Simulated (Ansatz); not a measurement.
**Formation energy and levels of the self-interstitial Pb_i (4-fold void) in La2PbS4 (I-42d)**

Charge states of Pb_i (4-fold void) in La2PbS4 (I-42d), set against the band edges. Model: a cell of 56 host atoms with 1 Pb put in.

Method: place-levels on PBEsol runs: charge-transition levels and formation energies with image-charge correction and potential alignment at the atomic sites, in Ansatz 0.2.0.

## 1. Starting point

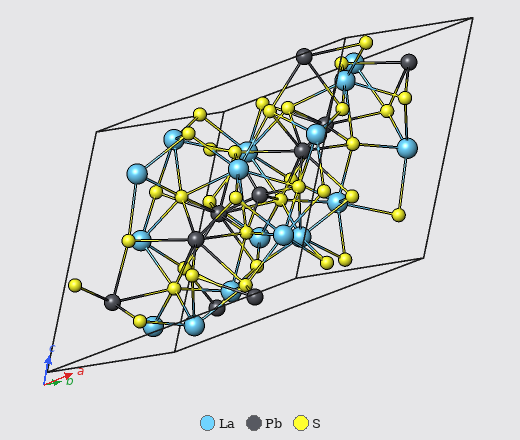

The cell as given, slightly off an axis (lanthanum blue, lead dark grey, sulfur yellow). Some periodic images of atoms are drawn too.

The cell holds 57 atoms: 16 La, 9 Pb and 32 S. Its edges and angles: a = 12.256 Å, b = 12.256 Å, c = 12.285 Å, α = 59.9°, β = 59.9°, γ = 60.2°. It derives from La2PbS4 (space group I-42d). Nearest the centre at fractional (0.970, 0.643, 0.251): Pb57 at 0.00 Å, Pb24 at 2.34 Å, S52 at 2.34 Å, S40 at 2.35 Å, S32 at 2.36 Å, La13 at 2.69 Å, S53 at 2.71 Å, La12 at 2.71 Å.

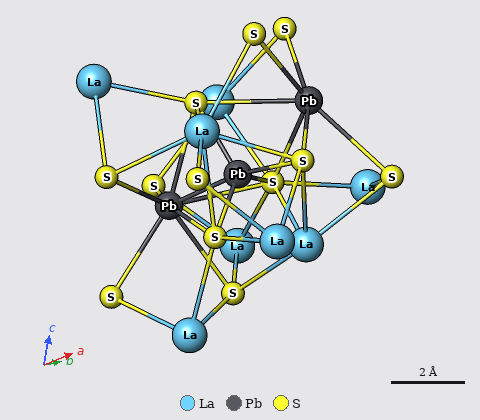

The atoms within 5 Å of the centre.

Screening for the image-charge correction: ε∞ = (9.97, 9.97, 9.65), ε0 = (38.65, 38.65, 35.03), from a response run on this crystal (DFPT, PBEsol) at that run's own cell.

The cell's shortest repeat is 12.3 Å.

## 2. The runs of each charge state

Levels follow from differences of total energies between charge states, each relaxed by itself.

Each atom starts 0.05 Å or so off its site in a random direction. Forces are taken at one point at (¼, ¼, ¼). The cell holds 1 electron more than the neutral one, with a uniform background that keeps it neutral on the whole. The electron count is odd, so at least one spin is unpaired; this run locks the moment at 1 μB.

The sampling was tested on the host first: at the k-points planned (1x1x1 shifted 0.25 0.25 0.25) its energy lies -0.003 eV an atom from the dense-mesh value, under the bound of 0.02 eV set for this test; that bounds the host's error, not the defect's.

One state's input; the others differ in charge, spin, start and seed, and in occupations where the table says so.

Input file qm1_M1.relax/input.yaml:

```yaml
crystal:
  lattice:
    - [0.0, 8.68700355, 8.64614056]
    - [8.68700355, 0.0, 8.64614056]
    - [8.68700355, 8.68700355, 0.0]
  atoms:
    - { symbol: La, position: [0.1200609, 0.0049391, 0.1299391] }
    - { symbol: La, position: [0.3700609, 0.2549391, 0.3799391] }
    - { symbol: La, position: [0.6200609, 0.5049391, 0.6299391] }
    - { symbol: La, position: [0.8700609, 0.7549391, 0.8799391] }
    - { symbol: La, position: [0.0049391, 0.1200609, 0.7450609] }
    - { symbol: La, position: [0.2549391, 0.3700609, 0.9950609] }
    - { symbol: La, position: [0.5049391, 0.6200609, 0.2450609] }
    - { symbol: La, position: [0.7549391, 0.8700609, 0.4950609] }
    - { symbol: La, position: [0.2450609, 0.6299391, 0.6200609] }
    - { symbol: La, position: [0.4950609, 0.8799391, 0.8700609] }
    - { symbol: La, position: [0.7450609, 0.1299391, 0.1200609] }
    - { symbol: La, position: [0.9950609, 0.3799391, 0.3700609] }
    - { symbol: La, position: [0.1299391, 0.7450609, 0.0049391] }
    - { symbol: La, position: [0.3799391, 0.9950609, 0.2549391] }
    - { symbol: La, position: [0.6299391, 0.2450609, 0.5049391] }
    - { symbol: La, position: [0.8799391, 0.4950609, 0.7549391] }
    - { symbol: Pb, position: [0.125, 0.625, 0.375] }
    - { symbol: Pb, position: [0.375, 0.875, 0.625] }
    - { symbol: Pb, position: [0.625, 0.125, 0.875] }
    - { symbol: Pb, position: [0.875, 0.375, 0.125] }
    - { symbol: Pb, position: [0.0, 0.0, 0.5] }
    - { symbol: Pb, position: [0.25, 0.25, 0.75] }
    - { symbol: Pb, position: [0.5, 0.5, 0.0] }
    - { symbol: Pb, position: [0.75, 0.75, 0.25] }
    - { symbol: S, position: [0.22082915, 0.97337449, 0.85559432] }
    - { symbol: S, position: [0.47082915, 0.22337449, 0.10559432] }
    - { symbol: S, position: [0.72082915, 0.47337449, 0.35559432] }
    - { symbol: S, position: [0.97082915, 0.72337449, 0.60559432] }
    - { symbol: S, position: [0.23059432, 0.82520204, 0.34582915] }
    - { symbol: S, position: [0.48059432, 0.07520204, 0.59582915] }
    - { symbol: S, position: [0.73059432, 0.32520204, 0.84582915] }
    - { symbol: S, position: [0.98059432, 0.57520204, 0.09582915] }
    - { symbol: S, position: [0.07520204, 0.48059432, 0.84837449] }
    - { symbol: S, position: [0.32520204, 0.73059432, 0.09837449] }
    - { symbol: S, position: [0.57520204, 0.98059432, 0.34837449] }
    - { symbol: S, position: [0.82520204, 0.23059432, 0.59837449] }
    - { symbol: S, position: [0.09837449, 0.84582915, 0.73059432] }
    - { symbol: S, position: [0.34837449, 0.09582915, 0.98059432] }
    - { symbol: S, position: [0.59837449, 0.34582915, 0.23059432] }
    - { symbol: S, position: [0.84837449, 0.59582915, 0.48059432] }
    - { symbol: S, position: [0.10559432, 0.20020204, 0.22337449] }
    - { symbol: S, position: [0.35559432, 0.45020204, 0.47337449] }
    - { symbol: S, position: [0.60559432, 0.70020204, 0.72337449] }
    - { symbol: S, position: [0.85559432, 0.95020204, 0.97337449] }
    - { symbol: S, position: [0.09582915, 0.34837449, 0.57520204] }
    - { symbol: S, position: [0.34582915, 0.59837449, 0.82520204] }
    - { symbol: S, position: [0.59582915, 0.84837449, 0.07520204] }
    - { symbol: S, position: [0.84582915, 0.09837449, 0.32520204] }
    - { symbol: S, position: [0.20020204, 0.10559432, 0.47082915] }
    - { symbol: S, position: [0.45020204, 0.35559432, 0.72082915] }
    - { symbol: S, position: [0.70020204, 0.60559432, 0.97082915] }
    - { symbol: S, position: [0.95020204, 0.85559432, 0.22082915] }
    - { symbol: S, position: [0.22337449, 0.47082915, 0.20020204] }
    - { symbol: S, position: [0.47337449, 0.72082915, 0.45020204] }
    - { symbol: S, position: [0.72337449, 0.97082915, 0.70020204] }
    - { symbol: S, position: [0.97337449, 0.22082915, 0.95020204] }
  supercell: [1, 1, 1]
  defects:
    - { interstitial: { symbol: Pb, position: [0.969833, 0.643032, 0.250942] } }
total_charge: -1
basis:
  ecutwfc: 420
  xc_grid: 2
hamiltonian:
  xc: pbesol
kpoints:
  mp_grid: { grid: [1, 1, 1], shift: [0.25, 0.25, 0.25] }
magnetization:
  spin_polarized: true
  initial_magnetization: 1
  spin_locking: { lock_magnetization: hard }
scf:
  occupations: { method: fixed }
  max_iter: 60
output:
  forces: true
  charged_corrections:
    epsilon: [9.97, 9.97, 9.65]
    static_epsilon: [38.65, 38.65, 35.03]
relax:
  f_tol: 0.02
  max_steps: 80
  random_displacement: { amplitude: 0.05, seed: 1017 }
checkpoint:
  write: "../qm1_M1.relax.run"
  compress: false
  write_wavefunctions: true
  write_every: 100000
```

Command:

```console
$ ansatz run input.yaml --threads 8 --pin off --max-ram 14131MiB --backend cpu --events-out ev --progress --plain --runs-dir out
```

The relaxed structure is kept and the sampling changed to a 2×2×2 shifted mesh.

The run of this state that the levels use, under PBEsol:

Input file qm1_M1.point/input.yaml:

```yaml
crystal:
  checkpoint: "../qm1_M1.relax.run"
  host: checkpoint
total_charge: -1
basis:
  ecutwfc: 420
  xc_grid: 2
hamiltonian:
  xc: pbesol
kpoints:
  mp_grid: { grid: [2, 2, 2], shift: [0.5, 0.5, 0.5] }
magnetization:
  spin_polarized: true
  initial_magnetization: 1
  spin_locking: { lock_magnetization: hard }
scf:
  occupations: { method: fermi_dirac, width: 0.01 }
  max_iter: 60
output:
  forces: true
  eigenvalues: true
  charged_corrections:
    epsilon: [9.97, 9.97, 9.65]
    static_epsilon: [38.65, 38.65, 35.03]
    defect_position: [0.969833, 0.643032, 0.250942]
  eigenstates: { localisation: true }
  populations: true
  efg: {}
checkpoint:
  read: "../qm1_M1.relax.run"
  write: "../qm1_M1.point.run"
  compress: false
  write_wavefunctions: false
  write_every: 100000
```

Relaxations under PBEsol at one point at (¼, ¼, ¼); times on 8 threads of AMD EPYC 9B45 (Zen 5), shared host:

| charge | moment (μB) | occupations | outcome | steps | largest displacement against the far atoms (Å) | time |
| --- | --- | --- | --- | --- | --- | --- |
| −1 | 1 | fixed | converged | 16 | 1.30 | 1.8 min |
| 0 | 0 | fixed | converged | 16 | 1.40 | 55 s |
| +1 | 1 | fixed | converged | 16 | 1.34 | 1.7 min |
| +2 | 0 | fixed | converged | 8 | 0.48 | 30 s |

Single points under PBEsol at a 2×2×2 shifted mesh; times on 8 threads of AMD EPYC 9B45 (Zen 5), shared host:

```csv
charge,moment (μB),occupations,outcome,time
−1,1,fermi-dirac,converged,60 s
0,0,fermi-dirac,converged,37 s
+1,1,fermi-dirac,converged,68 s
+2,0,fermi-dirac,converged,35 s
```

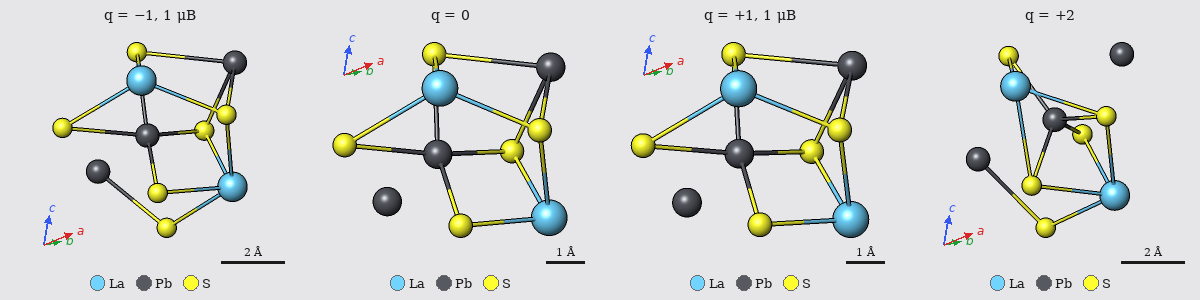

The structures near the centre after relaxation with PBEsol, by charge. Bonds to atoms that aren't drawn are left out.

Distances (Å) from Pb57 to the nearest atoms after relaxation with PBEsol:

```csv
charge,moment (μB),1.,2.,3.,4.,5.,6.
−1,1,S 2.68,S 2.75,Pb 2.81,S 2.82,La 3.07,S 3.14
0,0,S 2.69,S 2.72,Pb 2.81,S 2.84,S 2.93,La 3.07
+1,1,S 2.67,S 2.68,Pb 2.79,S 2.79,S 2.98,La 3.09
+2,0,S 2.59,S 2.59,S 2.82,S 2.82,Pb 3.00,Pb 3.04
```

## 3. place-levels, PBEsol

A charged cell interacts with its images and the background, and its potential has another zero than the host's. place-levels removes the first by a point-charge model, screened by the static dielectric constant since the ions have relaxed around the charge, and the second by comparing potentials at atoms far from the defect.

The host is a run of the defect-free crystal in the same cutoffs, grids and k-points, so that basis and sampling errors cancel in part in the differences. Its band edges come from a run of the primitive cell that searches the zone for them. Chemical potentials are energies per atom of Pb (fcc), run with the same functional and cutoff.

Input file levels.point.yaml:

```yaml
host:
  run: host.point.run
  levels_from: { run: edges.point.run }
states: [qm1_M1.point.run, q0.point.run, qp1_M1.point.run, qp2.point.run]
geometry_from:
  qm1_M1.point.run: qm1_M1.relax.run
  q0.point.run: q0.relax.run
  qp1_M1.point.run: qp1_M1.relax.run
  qp2.point.run: qp2.relax.run
  host.point.run: host.relax.run
chemical_potentials:
  Pb:
    energy: -11754.942211
    dataset: <sha256 of the dataset>
epsilon: [9.97, 9.97, 9.65]
static_epsilon: [38.65, 38.65, 35.03]
vertical:
  - { from: qm1_M1.point.run, to: qm1_M1.point_neutral.run }
  - { from: qp1_M1.point.run, to: qp1_M1.point_neutral.run }
  - { from: qp2.point.run, to: qp2.point_neutral.run }
```

Command:

```console
$ ansatz place-levels levels.point.yaml -- --threads 8 --pin off --max-ram 14131MiB
```

Numbers of over 12 decimals in the logs are rounded to 6 here.

Output:

```text
[... repeated set-up lines and file paths are left out, and long positions are rounded to six places ...]
(+2/+1) 1.341 eV above the valence edge, 0.754 eV under the conduction edge; not on the lower envelope
(+1/0) 1.130 eV above the valence edge, 0.965 eV under the conduction edge; not on the lower envelope
(0/-1) 2.090 eV above the valence edge, 0.006 eV under the conduction edge
(+2/0) 1.236 eV above the valence edge, 0.860 eV under the conduction edge: charges between them are lowest nowhere
formation energy of charge +2: +1.784 eV with the Fermi level at the valence edge
formation energy of charge +1: +3.125 eV with the Fermi level at the valence edge
formation energy of charge 0: +4.256 eV with the Fermi level at the valence edge
formation energy of charge -1: +6.346 eV with the Fermi level at the valence edge
vertical -1 to 0: no energy, since no alignment is typed
  the change from vertical[0].from (qm1_M1.point.run) to vertical[0].to (qm1_M1.point_neutral.run): by its potential at epsilon [9.97, 9.97, 9.65] it stands at 0.957 0.672 0.192, with an rms radius of about 4.0 Å (2.1 2.5 2.2 Å across the planes of the cell's [...]
vertical +1 to 0: no energy, since no alignment is typed
  the change from vertical[1].from (qp1_M1.point.run) to vertical[1].to (qp1_M1.point_neutral.run): by its potential at epsilon [9.97, 9.97, 9.65] it stands at 0.726 0.780 0.234, with an rms radius of about 4.1 Å (2.5 2.5 2.0 Å across the planes of the cell's [...]
vertical +2 to 0: no energy, since no alignment is typed
  the change from vertical[2].from (qp2.point.run) to vertical[2].to (qp2.point_neutral.run): by its potential at epsilon [9.97, 9.97, 9.65] it stands at 0.017 0.662 0.278, with an rms radius of about 4.4 Å (3.0 2.3 2.2 Å across the planes of the cell's [...]
  edges by pbesol of host.levels_from (edges.point.run), its mesh sampled to repeats of 37.56 Å (the valence edge +0.047 eV and the conduction edge -0.079 eV from those of the host's own run), gap 2.096 eV; the host is sampled to repeats of 24.51 Å
  the defect's cells are sampled to repeats of 24.51 Å, like sampling
  charge +2: -232806.3862 eV with its correction of +0.907 eV, at epsilon [38.65, 38.65, 35.03], aligned at sites: +0.3519 eV, mean over 16 atomic sites at or beyond 6.13 Å from the defect at [0.9698, 0.6430, 0.2509], with +0.000630 for the charge's moments [...]
  charge +1: -232795.8004 eV with its correction of +0.414 eV, at epsilon [38.65, 38.65, 35.03], aligned at sites: +0.3627 eV, mean over 16 atomic sites at or beyond 6.13 Å from the defect at [0.9698, 0.6430, 0.2509], with +0.000000 for the charge's moments [...]
  charge 0: +0.000 eV for its dipole among its images, +0.000 omitted
  charge -1: -232774.0913 eV with its correction of -0.336 eV, at epsilon [38.65, 38.65, 35.03], aligned at sites: +0.3867 eV, mean over 16 atomic sites at or beyond 6.13 Å from the defect at [0.9698, 0.6430, 0.2509], with +0.000000 for the charge's moments [...]
  of states[3] (qp2.point.run): it parts from the run at its places by a charge that spreads by about 3 Å along one vector (1.7 Å or more is wide), by its potential at epsilon [9.97, 9.97, 9.65], taken for that of held ions (one typed too small widens it), [...]
  of states[2] (qp1_M1.point.run): it parts from the run at its places by a charge that spreads by about 2.5 Å along one vector (1.7 Å or more is wide), by its potential at epsilon [9.97, 9.97, 9.65], taken for that of held ions (one typed too small widens [...]
  of states[1] (q0.point.run): its alignment with the host at atomic sites is doubtful: the mean over the far sites moves by -0.0538 eV from their farther parts to their nearer, more than 0.05 eV. [...]
  of states[0] (qm1_M1.point.run): it parts from the run at its places by a charge that spreads by about 2.5 Å along one vector (1.7 Å or more is wide), by its potential at epsilon [9.97, 9.97, 9.65], taken for that of held ions (one typed too small widens [...]
  of vertical[0].from (qm1_M1.point.run): its displacements don't fall off away from the defect: farther atoms stand 0.071 Å off the host's places. [...]
  of vertical[0].to (qm1_M1.point_neutral.run): its displacements don't fall off away from the defect: farther atoms stand 0.071 Å off the host's places. [...]
  of vertical[1].from (qp1_M1.point.run): its displacements don't fall off away from the defect: farther atoms stand 0.087 Å off the host's places. [...]
  of vertical[1].to (qp1_M1.point_neutral.run): its displacements don't fall off away from the defect: farther atoms stand 0.087 Å off the host's places. [...]
  of vertical[2].from (qp2.point.run): its displacements don't fall off away from the defect: farther atoms stand 0.069 Å off the host's places. [...]
  vertical[2].to (qp2.point_neutral.run): levels filled in part (TS 0.010 eV): its energy is of no whole electron's
  of vertical[2].to (qp2.point_neutral.run): its displacements don't fall off away from the defect: farther atoms stand 0.069 Å off the host's places. [...]
```

It took 0.31 s on 8 threads of AMD EPYC 9B45 (Zen 5), shared host.

[end of part 1 of 2]

[Logs are printed without paths, hosts, clocks, repeated set-up lines and the standing remarks that a program may print on its own settings, such as how far it seeks lower states.]

[Hosts, paths, dates, database ids (printed as entryN), source tags and the programs' standing remarks are cut or masked in the printed files.]

[Where a table of states has a column of steps, it counts the stored structures, which are thinned; the runs took as many ionic steps or more.]

[A defect's name tells the site on which it was built; relaxed atoms can leave that site.]

[For some hosts the program warned that the k-mesh of the response run may be too coarse for force constants and the static dielectric constant; such warnings are not shown here.]
